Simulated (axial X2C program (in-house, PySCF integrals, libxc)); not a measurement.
# All-electron X2C curves of MoS, part 2 of 2

Computed with an in-house X2C program for linear molecules on PySCF integrals; all-electron X2C, Mo dyall-cv3z, S dyall-av3z.

### Step 8. The spin-free curves together

Energy (eV) of the followed determinant, spin-free, from each level's lowest point:

| R (Å) | PBE0 | HF | MP2 (spin-contaminated) | CCSD | CCSD(T) | PW91 |
| --- | --- | --- | --- | --- | --- | --- |
| 1.861 | 1.205 | 2.310 | 0.672 | n/a | n/a | 1.253 |
| 1.946 | 0.479 | 1.406 | 0.104 | 0.486 | 0.417 | 0.508 |
| 2.011 | 0.177 | 0.945 | 0.000 | 0.181 | 0.130 | 0.194 |
| 2.075 | 0.031 | 0.606 | 0.036 | 0.040 | 0.013 | 0.037 |
| 2.139 | 0.000 | 0.357 | 0.105 | 0.000 | 0.000 | 0.000 |
| 2.214 | 0.065 | 0.161 | 0.200 | 0.040 | 0.077 | 0.067 |
| 2.289 | 0.200 | 0.049 | 0.311 | 0.135 | 0.211 | 0.217 |
| 2.385 | 0.429 | 0.000 | 0.478 | 0.302 | 0.425 | 0.483 |
| 2.503 | 0.742 | 0.046 | 0.718 | n/a | n/a | 0.861 |
| 2.674 | 1.202 | 0.238 | 1.110 | n/a | n/a | 1.420 |

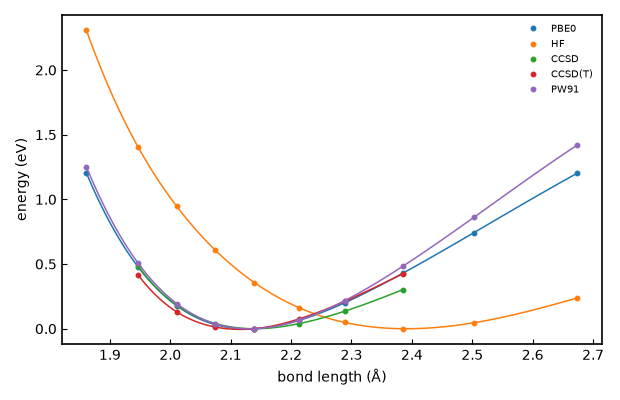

Curves of the followed state, spin-free, each from its own lowest point. Left out: MP2.

### Step 9. PBE0, 2c

State followed: Ω = 1 (excess of +ω over −ω: ω = -3/2, ω = 5/2). The scan is laid around 2.139 Å, a first estimate of the minimum, and this SCF restarts from the orbitals of the search.

The SCF at the reference distance of 2.139 Å:

```text
two-component X2C + atomic mean field  PBE0
basis functions 216  fitting functions 999  grid points 5080
iter        total energy     max residual
   1      -4444.834998305     2.61e+00
   2      -4445.636281554     1.33e-02
   3      -4445.634901464     1.75e-02
   4      -4445.639763083     1.60e-03
   5      -4445.639671152     2.61e-03
   6      -4445.639853122     3.33e-04
   7      -4445.639855205     1.08e-04
   8      -4445.639855639     5.83e-05
   9      -4445.639855924     1.74e-05
  10      -4445.639855982     7.41e-06
  11      -4445.639855993     4.12e-06
  12      -4445.639855994     6.01e-07
converged
one-electron -6462.90755740  Coulomb 2003.09413714  exact exchange -36.91015467  xc functional -113.20629233  nuclear repulsion 166.24922194  atomic mean-field constant -1.95921068
```

Along the bond, energies from the lowest point:

```csv
R (Å),E (eV),μ (D),HOMO (eV),LUMO (eV),iterations
1.861,1.2031,-2.87,-4.80,-2.69,15
1.946,0.4769,-3.37,-5.01,-2.88,15
2.011,0.1760,-3.73,-5.15,-3.02,14
2.075,0.0305,-4.07,-5.28,-3.16,14
2.139,0.0000,-4.38,-5.38,-3.28,12
2.214,0.0665,-4.69,-5.47,-3.39,15
2.289,0.2031,-4.91,-5.54,-3.47,15
2.385,0.4342,-5.12,-5.60,-3.52,15
2.503,0.7500,-5.30,-5.65,-3.52,15
2.674,1.2124,-5.53,-5.70,-3.46,15
```

Dipoles are positive if S is the positive end.

Outer spinors at the reference distance:

```csv
ω,occupied,ε (eV),atomic character,λ mixture
-1/2,yes,-18.30,"68% S s, 12% Mo d, 10% Mo p",100% σ
1/2,yes,-17.92,"68% S s, 13% Mo d, 9% Mo p",100% σ
1/2,yes,-8.76,"51% S p, 40% Mo d, 5% S s",100% σ
-1/2,yes,-8.54,"59% Mo d, 36% S p","98% π, 2% σ"
-1/2,yes,-8.31,"70% S p, 20% Mo d, 4% Mo s","98% σ, 2% π"
3/2,yes,-7.88,"54% Mo d, 39% S p, 2% Mo f",100% π
1/2,yes,-7.59,"68% S p, 21% Mo d, 5% Mo f",100% π
-3/2,yes,-7.54,"67% S p, 23% Mo d, 5% Mo f","98% π, 2% δ"
-3/2,yes,-7.21,97% Mo d,"98% δ, 2% π"
5/2,yes,-6.98,98% Mo d,100% δ
1/2,yes,-6.19,"46% Mo s, 26% Mo d, 21% S p",100% σ
-1/2,yes,-5.38,"42% S p, 36% Mo d, 14% Mo p",100% π
3/2,no,-3.28,"39% Mo d, 36% S p, 18% Mo p",100% π
1/2,no,-2.32,"44% Mo p, 18% Mo s, 17% Mo d",100% σ
-1/2,no,-2.07,"56% Mo s, 22% Mo d, 9% S p",100% σ
1/2,no,-1.39,"69% Mo d, 11% S p, 11% Mo p",100% π
```

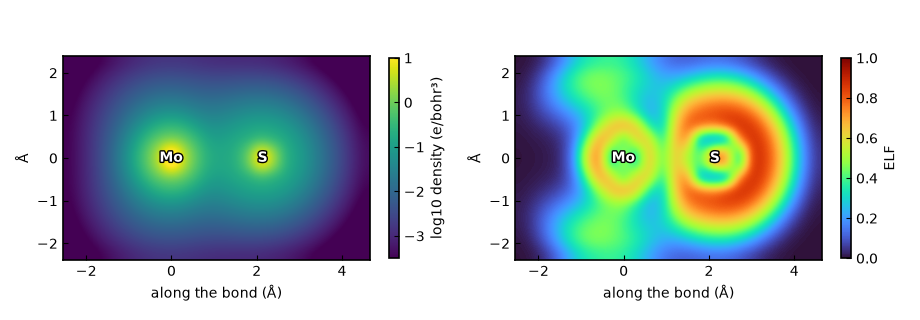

PBE0 fields in a plane through the axis, from a grid of 0.3 Å; Mo lies at z = 0 and S at z = 2.139 Å; the ELF is damped to zero where the density is low.

Re = 2.127 Å, ωe = 489 cm⁻¹, ωexe = 2.97 cm⁻¹, Be = 0.1546 cm⁻¹, De = 3.61 eV, μ = -4.33 D.

### Step 10. HF, 2c

Output at 2.139 Å:

```text
two-component X2C + atomic mean field  HF
basis functions 216  fitting functions 999  grid points 5080
iter        total energy     max residual
   1      -4443.164027674     3.38e-01
   2      -4443.193807032     1.65e-02
   3      -4443.197409364     9.26e-03
   4      -4443.200294636     5.02e-03
   5      -4443.202268979     5.13e-03
   6      -4443.204411784     4.83e-03
   7      -4443.206629369     4.24e-03
   8      -4443.208195485     2.90e-03
   9      -4443.208724981     1.47e-03
  10      -4443.208967560     4.90e-04
  11      -4443.208989556     3.40e-04
  12      -4443.208994063     2.27e-04
  13      -4443.208999632     1.31e-04
  14      -4443.209001231     4.64e-05
  15      -4443.209001646     1.22e-05
  16      -4443.209001693     6.79e-06
  17      -4443.209001698     5.47e-06
  18      -4443.209001701     3.94e-06
  19      -4443.209001703     2.07e-06
converged
one-electron -6462.70131830  Coulomb 2003.02344303  exact exchange -147.82113769  xc functional 0.00000000  nuclear repulsion 166.24922194  atomic mean-field constant -1.95921068
```

No constants are quoted: too few points lie around the minimum for a second fit to confirm the first.

### Step 11. PW91, 2c

Output at 2.139 Å:

```text
two-component X2C + atomic mean field  PW91
basis functions 216  fitting functions 999  grid points 5080
iter        total energy     max residual
   1      -4446.426659112     1.12e-01
   2      -4446.428128939     1.51e-02
   3      -4446.336827409     5.78e-02
   4      -4446.432629140     2.96e-03
   5      -4446.432814977     1.56e-03
   6      -4446.432852697     7.57e-04
   7      -4446.432864483     2.14e-04
   8      -4446.432865777     8.66e-05
   9      -4446.432866129     2.65e-05
  10      -4446.432866146     1.59e-05
  11      -4446.432866152     5.07e-07
  12      -4446.432866152     7.90e-08
converged
one-electron -6463.03348819  Coulomb 2003.20175013  exact exchange 0.00000000  xc functional -150.89113934  nuclear repulsion 166.24922194  atomic mean-field constant -1.95921068
```

Re = 2.130 Å, ωe = 503 cm⁻¹, ωexe = 1.96 cm⁻¹, Be = 0.1541 cm⁻¹, De = 4.24 eV, μ = -3.62 D.

### Step 12. MP2 and beyond, 2c

Correlated methods: 20 electrons correlated (frozen shells, counted by type: Mo 3 s, 2 p, 1 d; S 2 s, 1 p), 292 virtual spinors in MP2, 110 natural virtuals in coupled cluster.

Output of the correlated part at 2.139 Å:

```text
correlated 20  virtual 292  natural virtual 110  E(MP2) -0.589211672  MP2 remainder -0.033529164
iter   CCSD correlation   residual
   1     -0.550286242   1.62e-01
   2     -0.563459572   8.30e-02
   3     -0.569985299   4.89e-02
   4     -0.572477862   3.32e-02
   5     -0.574553475   1.82e-02
   6     -0.575044894   6.84e-03
   7     -0.575143971   2.68e-03
   8     -0.575189422   1.11e-03
   9     -0.575148576   5.21e-04
  10     -0.575154786   2.30e-04
  11     -0.575150952   1.00e-04
  12     -0.575152939   4.41e-05
  13     -0.575152505   2.20e-05
  14     -0.575152349   1.05e-05
  15     -0.575152139   5.27e-06
  16     -0.575152008   2.60e-06
  17     -0.575151949   1.28e-06
  18     -0.575151943   6.39e-07
(T) -0.027779236  T1 0.0662  D1 0.2367  max T2 0.077
```

MP2: No constants are quoted: the reference is strongly spin-contaminated.

CCSD: Re = 2.138 Å, ωe = 431 cm⁻¹, ωexe = 2.11 cm⁻¹, Be = 0.153 cm⁻¹, De = 3.04 eV. T1 at Re = 0.047 (Lee–Taylor, the printed value over √2).

CCSD(T): Re = 2.114 Å, ωe = 475 cm⁻¹, Be = 0.1565 cm⁻¹, De = 3.34 eV. T1 at Re = 0.047 (Lee–Taylor, the printed value over √2).

### Step 13. A higher determinant, 2c

State: Ω = 3 (excess of +ω over −ω: ω = 1/2, ω = 5/2).

Output at the reference distance:

```text
two-component X2C + atomic mean field  PBE0
basis functions 216  fitting functions 999  grid points 5080
iter        total energy     max residual
   1      -4444.831886731     2.61e+00
   2      -4445.633205478     1.33e-02
   3      -4445.631832705     1.75e-02
   4      -4445.636678465     1.67e-03
   5      -4445.636585305     2.69e-03
   6      -4445.636774151     3.20e-04
   7      -4445.636776127     1.09e-04
   8      -4445.636776568     5.91e-05
   9      -4445.636776864     1.76e-05
  10      -4445.636776924     7.48e-06
  11      -4445.636776935     4.12e-06
  12      -4445.636776936     6.08e-07
converged
one-electron -6462.89884650  Coulomb 2003.08835445  exact exchange -36.91009892  xc functional -113.20619723  nuclear repulsion 166.24922194  atomic mean-field constant -1.95921068
```

```
R (Å)  E above the lowest PBE0 point (eV)
1.861                               1.290
1.946                               0.564
2.011                               0.262
2.075                               0.116
2.139                               0.084
2.214                               0.148
2.289                               0.281
2.385                               0.506
2.503                               0.815
```

Re = 2.128 Å, ωe = 485 cm⁻¹, ωexe = 3.03 cm⁻¹, Be = 0.1544 cm⁻¹, μ = -4.35 D. Te = 0.08 eV.

### Step 14. The 2c curves together

Energy (eV) of the followed determinant, 2c, from each level's lowest point:

```csv
R (Å),PBE0,HF,MP2 (spin-contaminated),CCSD,CCSD(T),PW91
1.861,1.203,2.294,0.677,n/a,n/a,1.251
1.946,0.477,1.391,0.107,0.485,0.417,0.507
2.011,0.176,0.932,0.000,0.180,0.129,0.193
2.075,0.030,0.596,0.036,0.039,0.012,0.037
2.139,0.000,0.350,0.108,0.000,0.000,0.000
2.214,0.067,0.156,0.206,0.042,0.078,0.068
2.289,0.203,0.046,0.320,0.139,0.214,0.218
2.385,0.434,0.000,0.491,0.309,0.431,0.486
2.503,0.750,0.048,0.733,n/a,n/a,0.866
2.674,1.212,0.241,1.127,n/a,n/a,1.427
```

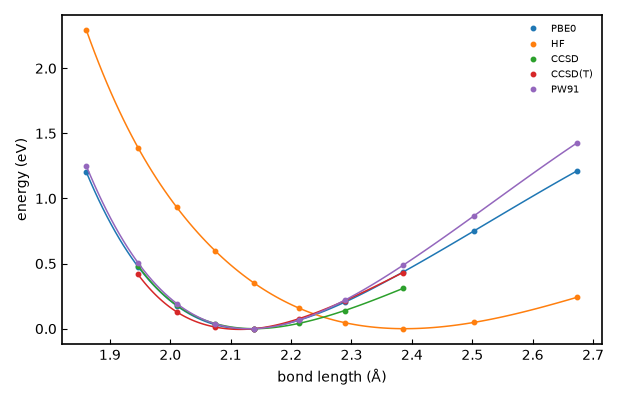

Curves of the followed state, 2c, each from its own lowest point. Left out: MP2.

The whole job took 9 min on 1 thread of Arm Neoverse V2, shared host; peak memory 1.9 GiB.

### Step 15. Results

The summary covers parts 1 to 2.

Lowest determinant that the search found at its distance, spin-free: M_S = 2, Λ = 1 (beyond closed shells: σα, π+α, δ+α, δ-α).

Lowest determinant that the search found at its distance, 2c: Ω = 1 (excess of +ω over −ω: ω = -3/2, ω = 5/2).

```json
{"Hamiltonian": "spin-free", "level": "PBE0", "Re (Å)": "2.128", "ωe (cm⁻¹)": "488", "De (eV)": "3.57", "μ (D)": "-4.34"}
{"Hamiltonian": "spin-free", "level": "CCSD", "Re (Å)": "2.139", "ωe (cm⁻¹)": "429", "De (eV)": "3.02", "μ (D)": "n/a"}
{"Hamiltonian": "spin-free", "level": "CCSD(T)", "Re (Å)": "2.115", "ωe (cm⁻¹)": "474", "De (eV)": "3.33", "μ (D)": "n/a"}
{"Hamiltonian": "spin-free", "level": "PW91", "Re (Å)": "2.131", "ωe (cm⁻¹)": "502", "De (eV)": "4.20", "μ (D)": "-3.63"}
{"Hamiltonian": "2c", "level": "PBE0", "Re (Å)": "2.127", "ωe (cm⁻¹)": "489", "De (eV)": "3.61", "μ (D)": "-4.33"}
{"Hamiltonian": "2c", "level": "CCSD", "Re (Å)": "2.138", "ωe (cm⁻¹)": "431", "De (eV)": "3.04", "μ (D)": "n/a"}
{"Hamiltonian": "2c", "level": "CCSD(T)", "Re (Å)": "2.114", "ωe (cm⁻¹)": "475", "De (eV)": "3.34", "μ (D)": "n/a"}
{"Hamiltonian": "2c", "level": "PW91", "Re (Å)": "2.130", "ωe (cm⁻¹)": "503", "De (eV)": "4.24", "μ (D)": "-3.62"}
```

Dipoles are positive if S is the positive end. No constants: spin-free HF (too few points lie around the minimum for a second fit to confirm the first); spin-free MP2 (the reference is strongly spin-contaminated); 2c HF (too few points lie around the minimum for a second fit to confirm the first); 2c MP2 (the reference is strongly spin-contaminated).

Time per point (s) on 1 thread of Arm Neoverse V2, shared host (2c runs; CCSD comes with the CCSD(T) run); the times are rough: PBE0 1.2, CCSD(T) 31, PW91 0.51.

**Reading.** At CCSD(T), going from spin-free to two-component changes Re by -1 mÅ, ωe by +0.2 %; the spin-free picture holds up (part of it comes from the scalar share of the two-electron terms). De moves by +0.01 eV; both De rest on single-determinant atoms, which can miss part of an open shell's spin–orbit lowering.

De refers to Mo + S, each in the lowest determinant found, which need not be this curve's own limit. Each curve is one determinant whose occupation by symmetry is held fixed; it was picked as the lowest of a PBE0 search that is not exhaustive. Dissociation energies refer to the lowest single-determinant-based atoms at the same level and basis. Density functionals use the spin component along the axis (collinear). Coupled cluster ran in a truncated set of natural virtual spinors; the MP2 energy of the rest was added. With several unpaired electrons one determinant need not be a pure state. The spin-free determinant is spin-contaminated at some levels. T1 at Re is 0.047 (Lee–Taylor), above the customary mark of 0.02.
